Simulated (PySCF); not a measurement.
## Electronic structure of C4H7BO3 (SMILES OB(O)C1=COCC1) in real space

Input

```
{"job": {"kind": "nmr", "xc": "PBE0", "basis": "pcSseg-1"}, "charge": 0, "multiplicity": 1}
O      2.402753     1.253020     0.804558
B      1.717354     0.216617     0.235506
O      2.433921    -0.830600    -0.232517
C      0.167890     0.177700     0.099966
C     -0.731857     1.086527     0.487945
O     -2.028893     0.790396     0.241131
C     -2.065220    -0.487405    -0.400617
C     -0.606840    -0.963089    -0.530630
H      1.876719     1.979901     1.128529
H      3.378381    -0.727671    -0.110188
H     -0.584995     2.036280     0.973787
H     -2.557428    -0.363129    -1.369774
H     -2.673300    -1.155196     0.216843
H     -0.425389    -1.896445     0.002141
H     -0.307508    -1.108917    -1.568593
```

Launched as:

```sh
OMP_NUM_THREADS=1 python probes_run.py task.json out
```

Geometry: GFN2-xTB.

These are results of PBE0/pcSseg-1, SCF density, gas phase, non-relativistic in PySCF 2.14.0, not measurements.

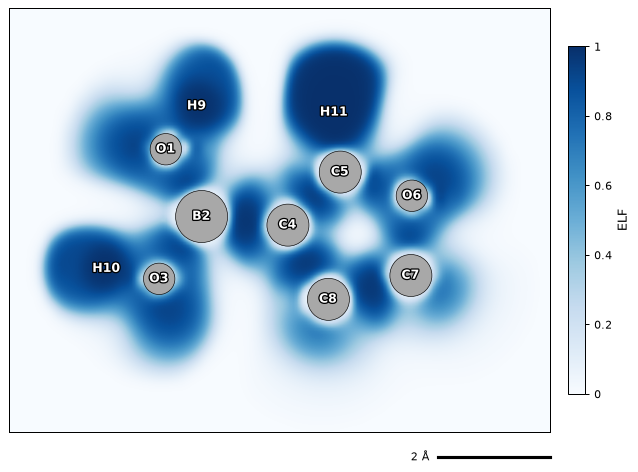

Figure 1. ELF on the plane of atoms C5, O6 and C7. Grey discs cover the atomic cores.

Q: Interpret the plot.

A:
- The section cuts through O, B, C and H sites.
- C–C (1.34 Å): the ELF peaks at about 0.90 between the atoms; a short, multiple covalent bond.
- B–O (1.35 Å): the ELF peaks at about 0.90 between the atoms, as expected for a short, strongly polar bond.
- C–O (1.35 Å): the ELF peaks at about 0.90 between the atoms; a shared but strongly polarised pair.
- C–B (1.56 Å): the ELF peaks at about 1 between the atoms (a shared electron pair).
- O–H (0.95 Å): the ELF climbs to about 1 towards the hydrogen, as it does in any bond to H: a covalent bond by its length.
- The ELF also peaks beside O3, O6 and O1, away from the bonds: lone-pair regions.

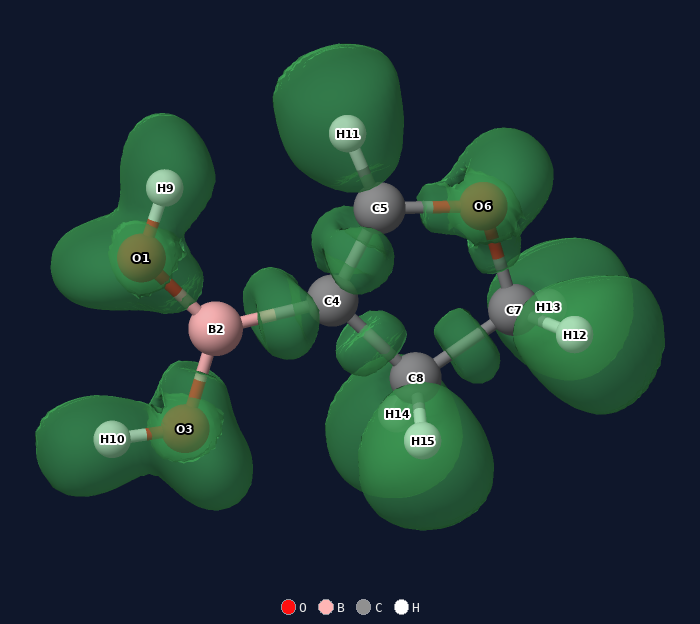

Figure 2. Isosurface of the ELF at 0.75 (green), seen at an oblique angle. Core shells and regions of very low density are left out.

Q: Where are the electrons localised?

A: The ELF exceeds this value in one region between bonded B–C atoms (shared pairs), three regions between bonded C–C atoms (shared pairs), five regions around hydrogen nuclei, one region on O in which the atom's valence shell and bonds are merged and two joined regions spread over several atoms (H, O), in which their bonds and any lone pairs are merged.

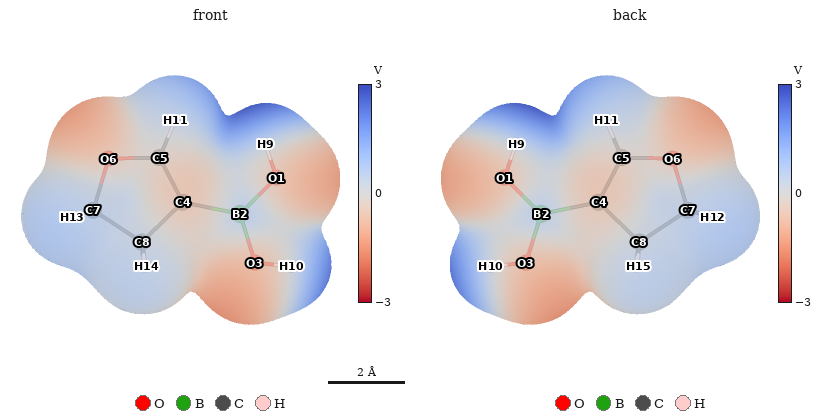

Figure 3. The molecular electrostatic potential painted on the density surface at 0.002 e/bohr³, seen from the front and from behind; red is negative and blue positive.

Q: Which sites attract a positive test charge, and which a negative one?

A: A positive charge is drawn to the negative regions and a negative charge to the positive ones. The most negative region (about −1.4 V, or −32 kcal/mol for a unit charge) lies over O3, the most positive (about +2.6 V, or +60 kcal/mol for a unit charge) over H9. O3 is the likeliest acceptor of a hydrogen bond.

Q: What dipole moment does the calculation give?

A: Its dipole moment is 0.39 D.
